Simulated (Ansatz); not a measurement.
# As2H3 (doublet): B2PLYP, RPA-PBE over a scan of the distance As1–As2, cc-pVDZ, part 2 of 2

Ansatz 0.2.0, Gaussian basis; cc-pVDZ, all electrons in the functionals, frozen cores in the correlation of double hybrids and RPA. The steps go on from the part before.

## Step 13: RPA-PBE, 1.913 Å

Input file in.yaml:

```yaml
crystal:
  periodic: [false, false, false]
  atoms:
    - {symbol: As, position_ang: [0.038104, 0.021288, 0.947857]}
    - {symbol: As, position_ang: [-0.013654, -0.032889, -0.963675]}
    - {symbol: H, position_ang: [-1.302369, 0.728981, 1.101462]}
    - {symbol: H, position_ang: [-0.585780, -1.358509, 1.100889]}
    - {symbol: H, position_ang: [0.070807, 1.491864, -1.026578]}
basis:
  gaussian: {orbitals: cc-pVDZ}
magnetization: {spin_polarized: true, initial_magnetization: 1}
hamiltonian: {xc: {name: PBE}}
correlation: {method: rpa, electrons: outside_noble_gas}
```

The run is started by

```bash
> ansatz run in.yaml --threads 1 --pin off --events-out ev --progress --plain --max-ram 2393MiB
```

Output (excerpt; [...] marks lines left out):

```text
Functional definition: PBE
  name "PBE"
  cite "Perdew, Burke & Ernzerhof, Phys. Rev. Lett. 77, 3865 (1996) doi:10.1103/PhysRevLett.77.3865"
  parent pbe
[...]
787 factors; integrals over basis functions are off by at most 1.1e-3 eV
[...]
mean field -121708.01470757 eV, -4472.6870438479 hartree, gradient 5.7e-6 eV, S^2 0.752615; 0 other end points of the search recorded, 0 dependent functions left out
28 core orbitals not correlated: weight in the atoms' cores, before any rotation towards them, 0.997 or more for the frozen orbitals, at most 0.001 for the correlated occupied ones
reference -121632.85741238 eV, -4469.9250641932 hartree; 7, 6 occupied and 34, 35 virtual orbitals, 787 factors
Total energy: -121643.49759406 eV, -4470.3160836577 hartree
```

Wall time 4 s (1 thread of Arm Neoverse V1, shared host).

From the report: ⟨S²⟩ of the determinant 0.753 (pure doublet: 0.75).

## Step 14: RPA-PBE, 2.191 Å

Input file in.yaml:

```yaml
crystal:
  periodic: [false, false, false]
  atoms:
    - {symbol: As, position_ang: [0.041840, 0.025199, 1.085835]}
    - {symbol: As, position_ang: [-0.017440, -0.036852, -1.103484]}
    - {symbol: H, position_ang: [-1.298633, 0.732892, 1.239440]}
    - {symbol: H, position_ang: [-0.582044, -1.354598, 1.238867]}
    - {symbol: H, position_ang: [0.067021, 1.487901, -1.166387]}
basis:
  gaussian: {orbitals: cc-pVDZ}
magnetization: {spin_polarized: true, initial_magnetization: 1}
hamiltonian: {xc: {name: PBE}}
correlation: {method: rpa, electrons: outside_noble_gas}
```

Same command.

Output (excerpt; [...] marks lines left out):

```text
Functional definition: PBE
  name "PBE"
  cite "Perdew, Burke & Ernzerhof, Phys. Rev. Lett. 77, 3865 (1996) doi:10.1103/PhysRevLett.77.3865"
  parent pbe
[...]
788 factors; integrals over basis functions are off by at most 1.2e-3 eV
[...]
mean field -121710.46808832 eV, -4472.7772039275 hartree, gradient 6.9e-6 eV, S^2 0.752459; 0 other end points of the search recorded, 0 dependent functions left out
28 core orbitals not correlated: weight in the atoms' cores, before any rotation towards them, 0.999 or more for the frozen orbitals, at most 0.000 for the correlated occupied ones
reference -121635.50789241 eV, -4470.0224675375 hartree; 7, 6 occupied and 34, 35 virtual orbitals, 788 factors
Total energy: -121646.20956882 eV, -4470.4157468917 hartree
```

Run time: 3.9 s. Hardware: 1 thread of Arm Neoverse V1, shared host.

From the report: ⟨S²⟩ of the determinant 0.752 (pure doublet: 0.75).

## Step 15: RPA-PBE, 2.421 Å

Input file in.yaml:

```yaml
crystal:
  periodic: [false, false, false]
  atoms:
    - {symbol: As, position_ang: [0.044935, 0.028439, 1.200164]}
    - {symbol: As, position_ang: [-0.020577, -0.040135, -1.219332]}
    - {symbol: H, position_ang: [-1.295538, 0.736132, 1.353769]}
    - {symbol: H, position_ang: [-0.578949, -1.351358, 1.353196]}
    - {symbol: H, position_ang: [0.063884, 1.484618, -1.282235]}
basis:
  gaussian: {orbitals: cc-pVDZ}
magnetization: {spin_polarized: true, initial_magnetization: 1}
hamiltonian: {xc: {name: PBE}}
correlation: {method: rpa, electrons: outside_noble_gas}
```

Same command.

Output (excerpt; [...] marks lines left out):

```text
Functional definition: PBE
  name "PBE"
  cite "Perdew, Burke & Ernzerhof, Phys. Rev. Lett. 77, 3865 (1996) doi:10.1103/PhysRevLett.77.3865"
  parent pbe
[...]
788 factors; integrals over basis functions are off by at most 1.3e-3 eV
[...]
mean field -121710.90739437 eV, -4472.7933481270 hartree, gradient 7.3e-6 eV, S^2 0.752861; 0 other end points of the search recorded, 0 dependent functions left out
28 core orbitals not correlated: weight in the atoms' cores, before any rotation towards them, 0.999 or more for the frozen orbitals, at most 0.000 for the correlated occupied ones
reference -121635.99505642 eV, -4470.0403704848 hartree; 7, 6 occupied and 34, 35 virtual orbitals, 788 factors
Total energy: -121646.75678957 eV, -4470.4358568835 hartree
```

It took 3.8 s on 1 thread of Arm Neoverse V1, shared host.

From the report: ⟨S²⟩ of the determinant 0.753 (pure doublet: 0.75).

## Step 16: RPA-PBE, 2.696 Å

Input file in.yaml:

```yaml
crystal:
  periodic: [false, false, false]
  atoms:
    - {symbol: As, position_ang: [0.048626, 0.032302, 1.336477]}
    - {symbol: As, position_ang: [-0.024317, -0.044050, -1.357454]}
    - {symbol: H, position_ang: [-1.291847, 0.739995, 1.490082]}
    - {symbol: H, position_ang: [-0.575258, -1.347495, 1.489509]}
    - {symbol: H, position_ang: [0.060144, 1.480703, -1.420357]}
basis:
  gaussian: {orbitals: cc-pVDZ}
magnetization: {spin_polarized: true, initial_magnetization: 1}
hamiltonian: {xc: {name: PBE}}
correlation: {method: rpa, electrons: outside_noble_gas}
```

The command is unchanged.

Output (excerpt; [...] marks lines left out):

```text
Functional definition: PBE
  name "PBE"
  cite "Perdew, Burke & Ernzerhof, Phys. Rev. Lett. 77, 3865 (1996) doi:10.1103/PhysRevLett.77.3865"
  parent pbe
[...]
788 factors; integrals over basis functions are off by at most 1.3e-3 eV
[...]
mean field -121710.72030058 eV, -4472.7864725571 hartree, gradient 4.4e-6 eV, S^2 0.754723; 1 other end points of the search recorded, 0 dependent functions left out
28 core orbitals not correlated: weight in the atoms' cores, before any rotation towards them, 0.999 or more for the frozen orbitals, at most 0.000 for the correlated occupied ones
reference -121635.77660435 eV, -4470.0323425191 hartree; 7, 6 occupied and 34, 35 virtual orbitals, 788 factors
Total energy: -121646.64279556 eV, -4470.4316676810 hartree
```

Wall time 4.4 s (1 thread of Arm Neoverse V1, shared host).

From the report: ⟨S²⟩ of the determinant 0.755 (pure doublet: 0.75).

From 2.421 Å: +0.114 eV.

## Step 17: RPA-PBE, 2.966 Å

Input file in.yaml:

```yaml
crystal:
  periodic: [false, false, false]
  atoms:
    - {symbol: As, position_ang: [0.052255, 0.036100, 1.470484]}
    - {symbol: As, position_ang: [-0.027993, -0.047898, -1.493240]}
    - {symbol: H, position_ang: [-1.288218, 0.743793, 1.624089]}
    - {symbol: H, position_ang: [-0.571629, -1.343697, 1.623516]}
    - {symbol: H, position_ang: [0.056468, 1.476855, -1.556143]}
basis:
  gaussian: {orbitals: cc-pVDZ}
magnetization: {spin_polarized: true, initial_magnetization: 1}
hamiltonian: {xc: {name: PBE}}
correlation: {method: rpa, electrons: outside_noble_gas}
```

Same command.

Output (excerpt; [...] marks lines left out):

```text
Functional definition: PBE
  name "PBE"
  cite "Perdew, Burke & Ernzerhof, Phys. Rev. Lett. 77, 3865 (1996) doi:10.1103/PhysRevLett.77.3865"
  parent pbe
[...]
788 factors; integrals over basis functions are off by at most 1.3e-3 eV
[...]
mean field -121710.27849322 eV, -4472.7702364359 hartree, gradient 4.9e-6 eV, S^2 0.760871; 1 other end points of the search recorded, 0 dependent functions left out
28 core orbitals not correlated: weight in the atoms' cores, before any rotation towards them, 0.999 or more for the frozen orbitals, at most 0.000 for the correlated occupied ones
reference -121635.24240900 eV, -4470.0127112023 hartree; 7, 6 occupied and 34, 35 virtual orbitals, 788 factors
Total energy: -121646.25147695 eV, -4470.4172869873 hartree
```

It took 4.5 s on 1 thread of Arm Neoverse V1, shared host.

From the report: ⟨S²⟩ of the determinant 0.761 (pure doublet: 0.75).

From 2.421 Å: +0.505 eV.

## Step 18: RPA-PBE, 3.394 Å

Input file in.yaml:

```yaml
crystal:
  periodic: [false, false, false]
  atoms:
    - {symbol: As, position_ang: [0.058006, 0.042121, 1.682910]}
    - {symbol: As, position_ang: [-0.033821, -0.053999, -1.708486]}
    - {symbol: H, position_ang: [-1.282467, 0.749814, 1.836515]}
    - {symbol: H, position_ang: [-0.565878, -1.337676, 1.835942]}
    - {symbol: H, position_ang: [0.050640, 1.470754, -1.771389]}
basis:
  gaussian: {orbitals: cc-pVDZ}
magnetization: {spin_polarized: true, initial_magnetization: 1}
hamiltonian: {xc: {name: PBE}}
correlation: {method: rpa, electrons: outside_noble_gas}
```

The command is unchanged.

Output (excerpt; [...] marks lines left out):

```text
Functional definition: PBE
  name "PBE"
  cite "Perdew, Burke & Ernzerhof, Phys. Rev. Lett. 77, 3865 (1996) doi:10.1103/PhysRevLett.77.3865"
  parent pbe
[...]
790 factors; integrals over basis functions are off by at most 1.3e-3 eV
[...]
mean field -121709.54530255 eV, -4472.7432921760 hartree, gradient 6.7e-6 eV, S^2 0.838914; 4 other end points of the search recorded, 0 dependent functions left out
28 core orbitals not correlated: weight in the atoms' cores, before any rotation towards them, 0.999 or more for the frozen orbitals, at most 0.000 for the correlated occupied ones
reference -121634.42321406 eV, -4469.9826063435 hartree; 7, 6 occupied and 34, 35 virtual orbitals, 790 factors
Total energy: -121645.58645620 eV, -4470.3928479252 hartree
```

It took 6.5 s on 1 thread of Arm Neoverse V1, shared host.

From the report: ⟨S²⟩ of the determinant 0.839 (pure doublet: 0.75).

From 2.421 Å: +1.170 eV.

## Step 19: RPA-PBE, 3.956 Å

Input file in.yaml:

```yaml
crystal:
  periodic: [false, false, false]
  atoms:
    - {symbol: As, position_ang: [0.065559, 0.050027, 1.961843]}
    - {symbol: As, position_ang: [-0.041474, -0.062009, -1.991121]}
    - {symbol: H, position_ang: [-1.274914, 0.757720, 2.115448]}
    - {symbol: H, position_ang: [-0.558325, -1.329770, 2.114875]}
    - {symbol: H, position_ang: [0.042987, 1.462744, -2.054024]}
basis:
  gaussian: {orbitals: cc-pVDZ}
magnetization: {spin_polarized: true, initial_magnetization: 1}
hamiltonian: {xc: {name: PBE}}
correlation: {method: rpa, electrons: outside_noble_gas}
```

Same command.

Output (excerpt; [...] marks lines left out):

```text
Functional definition: PBE
  name "PBE"
  cite "Perdew, Burke & Ernzerhof, Phys. Rev. Lett. 77, 3865 (1996) doi:10.1103/PhysRevLett.77.3865"
  parent pbe
[...]
791 factors; integrals over basis functions are off by at most 1.3e-3 eV
[...]
mean field -121708.96174740 eV, -4472.7218469197 hartree, gradient 2.3e-6 eV, S^2 1.386915; 7 other end points of the search recorded, 0 dependent functions left out
28 core orbitals not correlated: weight in the atoms' cores, before any rotation towards them, 0.999 or more for the frozen orbitals, at most 0.000 for the correlated occupied ones
reference -121634.80621959 eV, -4469.9966815370 hartree; 7, 6 occupied and 34, 35 virtual orbitals, 791 factors
Total energy: -121645.10656109 eV, -4470.3752121053 hartree
```

Run time: 13 s. Hardware: 1 thread of Arm Neoverse V1, shared host.

From the report: ⟨S²⟩ of the determinant 1.387 (pure doublet: 0.75). The determinant is far from a pure spin state, so its energy mixes those of several spin states (harmless only where they are near-degenerate, as at dissociation).

From 2.421 Å: +1.650 eV.

## Step 20: RPA-PBE, 4.395 Å

Input file in.yaml:

```yaml
crystal:
  periodic: [false, false, false]
  atoms:
    - {symbol: As, position_ang: [0.423544, -0.120742, 1.707904]}
    - {symbol: As, position_ang: [0.304633, -0.245211, -2.683723]}
    - {symbol: H, position_ang: [-0.916929, 0.586951, 1.861509]}
    - {symbol: H, position_ang: [-0.200340, -1.500539, 1.860936]}
    - {symbol: H, position_ang: [0.389094, 1.279542, -2.746626]}
basis:
  gaussian: {orbitals: cc-pVDZ}
magnetization: {spin_polarized: true, initial_magnetization: 1}
hamiltonian: {xc: {name: PBE}}
correlation: {method: rpa, electrons: outside_noble_gas}
```

Launched as before.

Output (excerpt; [...] marks lines left out):

```text
Functional definition: PBE
  name "PBE"
  cite "Perdew, Burke & Ernzerhof, Phys. Rev. Lett. 77, 3865 (1996) doi:10.1103/PhysRevLett.77.3865"
  parent pbe
[...]
791 factors; integrals over basis functions are off by at most 1.3e-3 eV
[...]
mean field -121708.79173873 eV, -4472.7155992161 hartree, gradient 2.3e-6 eV, S^2 1.620090; 5 other end points of the search recorded, 0 dependent functions left out
28 core orbitals not correlated: weight in the atoms' cores, before any rotation towards them, 0.999 or more for the frozen orbitals, at most 0.000 for the correlated occupied ones
reference -121635.12440001 eV, -4470.0083744517 hartree; 7, 6 occupied and 34, 35 virtual orbitals, 791 factors
Total energy: -121645.06152605 eV, -4470.3735570980 hartree
```

Run time: 12 s. Hardware: 1 thread of Arm Neoverse V1, shared host.

From the report: ⟨S²⟩ of the determinant 1.620 (pure doublet: 0.75). The determinant is far from a pure spin state, so its energy mixes those of several spin states (harmless only where they are near-degenerate, as at dissociation).

From 2.421 Å: +1.695 eV.

## Step 21: RPA-PBE, 5.447 Å

Input file in.yaml:

```yaml
crystal:
  periodic: [false, false, false]
  atoms:
    - {symbol: As, position_ang: [0.434929, -0.108825, 2.128381]}
    - {symbol: As, position_ang: [0.287555, -0.263087, -3.314439]}
    - {symbol: H, position_ang: [-0.905544, 0.598868, 2.281986]}
    - {symbol: H, position_ang: [-0.188955, -1.488622, 2.281413]}
    - {symbol: H, position_ang: [0.372016, 1.261666, -3.377342]}
basis:
  gaussian: {orbitals: cc-pVDZ}
magnetization: {spin_polarized: true, initial_magnetization: 1}
hamiltonian: {xc: {name: PBE}}
correlation: {method: rpa, electrons: outside_noble_gas}
```

Launched as before.

Output (excerpt; [...] marks lines left out):

```text
Functional definition: PBE
  name "PBE"
  cite "Perdew, Burke & Ernzerhof, Phys. Rev. Lett. 77, 3865 (1996) doi:10.1103/PhysRevLett.77.3865"
  parent pbe
[...]
789 factors; integrals over basis functions are off by at most 1.3e-3 eV
[...]
mean field -121708.68932588 eV, -4472.7118356134 hartree, gradient 3.0e-6 eV, S^2 1.746419; 4 other end points of the search recorded, 0 dependent functions left out
28 core orbitals not correlated: weight in the atoms' cores, before any rotation towards them, 0.999 or more for the frozen orbitals, at most 0.000 for the correlated occupied ones
reference -121635.31828309 eV, -4470.0154995237 hartree; 7, 6 occupied and 34, 35 virtual orbitals, 789 factors
Total energy: -121645.10589835 eV, -4470.3751877502 hartree
```

Run time: 12 s. Hardware: 1 thread of Arm Neoverse V1, shared host.

From the report: ⟨S²⟩ of the determinant 1.746 (pure doublet: 0.75). The determinant is far from a pure spin state, so its energy mixes those of several spin states (harmless only where they are near-degenerate, as at dissociation).

From 2.421 Å: +1.651 eV.

## Step 22: RPA-PBE, 6.488 Å

Input file in.yaml:

```yaml
crystal:
  periodic: [false, false, false]
  atoms:
    - {symbol: As, position_ang: [0.446195, -0.097032, 2.544462]}
    - {symbol: As, position_ang: [0.270656, -0.280776, -3.938560]}
    - {symbol: H, position_ang: [-0.894278, 0.610661, 2.698067]}
    - {symbol: H, position_ang: [-0.177689, -1.476829, 2.697494]}
    - {symbol: H, position_ang: [0.355117, 1.243977, -4.001463]}
basis:
  gaussian: {orbitals: cc-pVDZ}
magnetization: {spin_polarized: true, initial_magnetization: 1}
hamiltonian: {xc: {name: PBE}}
correlation: {method: rpa, electrons: outside_noble_gas}
```

The command is unchanged.

Output (excerpt; [...] marks lines left out):

```text
Functional definition: PBE
  name "PBE"
  cite "Perdew, Burke & Ernzerhof, Phys. Rev. Lett. 77, 3865 (1996) doi:10.1103/PhysRevLett.77.3865"
  parent pbe
[...]
789 factors; integrals over basis functions are off by at most 1.3e-3 eV
[...]
mean field -121708.67812818 eV, -4472.7114241056 hartree, gradient 7.6e-6 eV, S^2 1.756191; 4 other end points of the search recorded, 0 dependent functions left out
28 core orbitals not correlated: weight in the atoms' cores, before any rotation towards them, 0.999 or more for the frozen orbitals, at most 0.000 for the correlated occupied ones
reference -121635.33488376 eV, -4470.0161095870 hartree; 7, 6 occupied and 34, 35 virtual orbitals, 789 factors
Total energy: -121645.11362659 eV, -4470.3754717576 hartree
```

It took 27 s on 1 thread of Arm Neoverse V1, shared host.

From the report: ⟨S²⟩ of the determinant 1.756 (pure doublet: 0.75). The determinant is far from a pure spin state, so its energy mixes those of several spin states (harmless only where they are near-degenerate, as at dissociation).

From 2.421 Å: +1.643 eV.

## Step 23: RPA-PBE, 8.384 Å

Input file in.yaml:

```yaml
crystal:
  periodic: [false, false, false]
  atoms:
    - {symbol: As, position_ang: [0.466714, -0.075554, 3.302280]}
    - {symbol: As, position_ang: [0.239877, -0.312993, -5.075287]}
    - {symbol: H, position_ang: [-0.873759, 0.632139, 3.455885]}
    - {symbol: H, position_ang: [-0.157170, -1.455351, 3.455312]}
    - {symbol: H, position_ang: [0.324338, 1.211760, -5.138190]}
basis:
  gaussian: {orbitals: cc-pVDZ}
magnetization: {spin_polarized: true, initial_magnetization: 1}
hamiltonian: {xc: {name: PBE}}
correlation: {method: rpa, electrons: outside_noble_gas}
```

Launched as before.

Output (excerpt; [...] marks lines left out):

```text
Functional definition: PBE
  name "PBE"
  cite "Perdew, Burke & Ernzerhof, Phys. Rev. Lett. 77, 3865 (1996) doi:10.1103/PhysRevLett.77.3865"
  parent pbe
[...]
789 factors; integrals over basis functions are off by at most 1.3e-3 eV
[...]
mean field -121708.67741510 eV, -4472.7113979005 hartree, gradient 6.7e-6 eV, S^2 1.756629; 4 other end points of the search recorded, 0 dependent functions left out
28 core orbitals not correlated: weight in the atoms' cores, before any rotation towards them, 0.999 or more for the frozen orbitals, at most 0.000 for the correlated occupied ones
reference -121635.33555653 eV, -4470.0161343108 hartree; 7, 6 occupied and 34, 35 virtual orbitals, 789 factors
Total energy: -121645.11327441 eV, -4470.3754588152 hartree
```

It took 21 s on 1 thread of Arm Neoverse V1, shared host.

From the report: ⟨S²⟩ of the determinant 1.757 (pure doublet: 0.75). The determinant is far from a pure spin state, so its energy mixes those of several spin states (harmless only where they are near-degenerate, as at dissociation).

From 2.421 Å: +1.644 eV.

## Step 24: The comparison

The yardstick is UCCSDT(Q), where the cluster series has nearly closed. It comes from earlier runs at the same points. Energies in eV, counted from 2.421 Å; blanks weren't run or aren't comparable.

```csv
level,1.913 Å,2.191 Å,2.421 Å,2.696 Å,2.966 Å,3.394 Å,3.956 Å,4.395 Å,5.447 Å,6.488 Å,8.384 Å
UCCSDT(Q),3.193,0.517,0.000,0.143,0.538,1.122,,,,,
B2PLYP,3.001,0.459,0.000,0.197,0.683,1.427,1.764,1.848,1.898,1.904,1.904
RPA-PBE,3.259,0.547,0.000,0.114,0.505,1.170,1.650,1.695,1.651,1.643,1.644
```

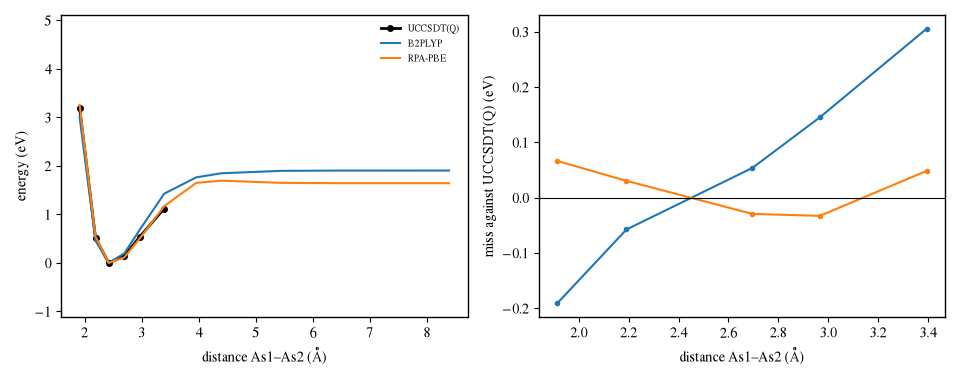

Left: the curves (the axis may cut off levels that run far away). Right: misses against UCCSDT(Q), in the same colours.

Largest miss and mean time a point (UCCSDT(Q) took 2.8 min a point; shared hosts):

```csv
level,largest miss (eV),where,time a point
B2PLYP,+0.305,3.394 Å,13 s
RPA-PBE,+0.067,1.913 Å,10 s
```

## Step 25: Summary of results

What follows sums up all 2 parts.

```
                                              quantity                value
span of the UCCSDT(Q) curve (points where it is known)             3.193 eV
                                  largest miss, B2PLYP  +0.305 eV (3.394 Å)
                                 largest miss, RPA-PBE  +0.067 eV (1.913 Å)
```

**Reading.** Misses are known at 5 of 10 points at best, and only functionals with that many are ranked. Of the functionals, RPA-PBE keep the smallest largest miss at the points compared (at most 0.067 eV) and B2PLYP strays most (0.305 eV, at 3.394 Å). B2PLYP, RPA-PBE clearly break the spin symmetry at some points (⟨S²⟩ up to 1.01 above the pure value), so energy there is bought with a mixed spin. Functionals and the yardstick converge differently with the basis, so part of each miss in cc-pVDZ is the basis.
